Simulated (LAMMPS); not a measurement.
Consider CsBr (CsCl type), 1024 atoms, at 200 K and 0 GPa, heated as the crystal in molecular dynamics.

Method: classical MD, rigid Lennard-Jones ions of Joung and Cheatham, J. Phys. Chem. B 112, 9020 (2008), set for SPC/E water, PPPM sums, 10 Å cutoff with tail terms, run in LAMMPS.

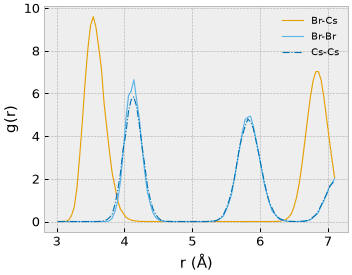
g(r) against r (Å)

Main features:
- state found: crystal; no diffusion seen in 30 ps
- first peak of g(r), Br-Cs: 3.54 Å, height 9.6
- coordination number of Br by Cs: 8.0 (counted to 5.02 Å)
- coordination number of Cs by Br: 8.0 (counted to 5.02 Å)
- first peak of g(r), Br-Br: 4.12 Å, height 6.6

Caution: the potential ionic pair potential joung2008 is fitted for ions in water and for crystals near room temperature. Caution: with ionic pair potential joung2008 the 0 K volume of this crystal is -14 % off the measured one.
